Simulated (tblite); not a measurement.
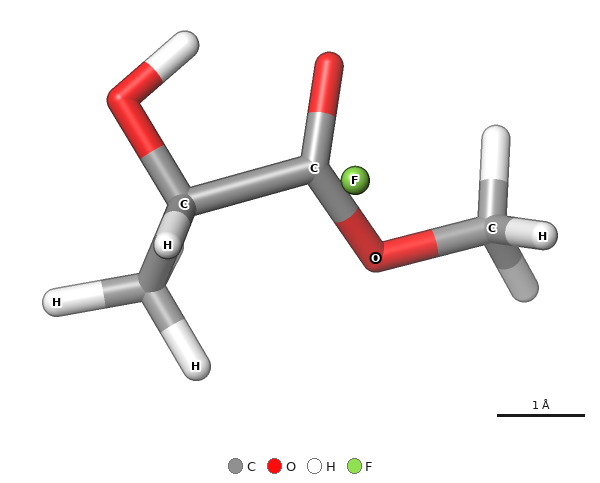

Fig. 1: The structure as given in the input (stick view, seen at a tilt). Sticks are drawn by distance; a stretched bond gets none, so the picture shows separate pieces.

**Frequency calculation, with input and output: C₄H₈FO₃ (charge −1)**

System: C₄H₈FO₃, charge −1.
Method: GFN2-xTB harmonic vibrations, gas phase (tblite 0.8.0).

Input file:
```
{"job": {"kind": "ir", "xc": "GFN2-xTB", "basis": "xTB"}, "charge": -1, "multiplicity": 1}
C      2.280899    -0.460013    -0.498936
O      0.946055    -0.634829    -0.102882
C      0.390934     0.535100     0.457823
O      0.644515     1.643022    -0.066548
C     -1.135260     0.289699     0.726777
C     -1.731492    -0.712268    -0.261121
O     -1.741547     1.546953     0.586919
H      2.397104     0.523482    -0.967362
H      2.954651    -0.524033     0.364606
H      2.516230    -1.252208    -1.213394
H     -1.272846    -0.072577     1.753906
H     -2.807751    -0.783059    -0.101607
H     -1.546064    -0.370760    -1.277018
H     -1.272735    -1.686823    -0.124914
H     -0.971349     2.082070     0.242253
F      0.994854     0.471445     1.893646
```

The first line tells a small driver script what to run in tblite; the rest is the geometry in Å.

Run on 1 CPU thread, shared host.

Launch command:
```bash
OMP_NUM_THREADS=1 python <driver script> task.json out
```

What the program printed:
```
mode    cm-1     km/mol
  1      41.7      0.41
  2     102.2      5.95
  3     112.2      1.79
  4     190.9      1.31
  5     210.2      1.73
  6     272.0      5.42
  7     310.1      4.66
  8     371.1    112.62
  9     391.5     24.67
 10     421.5     61.44
 11     460.0     32.17
 12     489.0      3.86
 13     617.1     29.23
 14     705.3      1.31
 15     760.9    253.91
 16     825.4    138.02
 17     948.5      7.66
 18     980.1    237.01
 19    1053.6    114.14
 20    1067.2    106.33
 21    1106.0     34.63
 22    1140.7     15.46
 23    1142.8     35.26
 24    1166.7     49.77
 25    1210.1     26.99
 26    1313.4      7.17
 27    1361.3    206.99
 28    1377.1      2.04
 29    1378.4    121.40
 30    1462.7      8.49
 31    1483.9      7.34
 32    1492.5      9.90
 33    1496.4      2.15
 34    1507.2    323.47
 35    2870.9    428.20
 36    2891.7     17.46
 37    2893.1    134.67
 38    2924.9     32.77
 39    2953.0     85.81
 40    2985.6     88.60
 41    3028.5     42.96
 42    3045.8     40.80
ZPE 314.398  H(298)-E 341.225  G(298)-E 226.375 kJ/mol  S 385.21 J/(mol K)
```

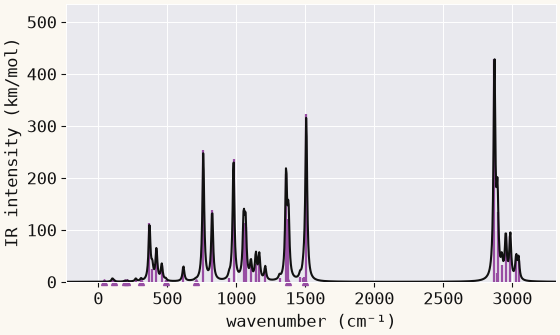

Fig. 2: Harmonic infrared spectrum, unscaled: sticks (degenerate modes added up, dark ones marked on the axis) with a Lorentzian envelope of 16 cm⁻¹ full width, scaled to the tallest stick. 42 modes from 42 to 3046 cm⁻¹, none imaginary. The strongest line is at 2871 cm⁻¹ (428 km/mol).

Summary:

| quantity | value |
| --- | --- |
| outcome | converged |
| total energy | −811.3446 eV |
| zero-point energy | 75.1430 kcal/mol |
| peak memory | 0.3 GiB |
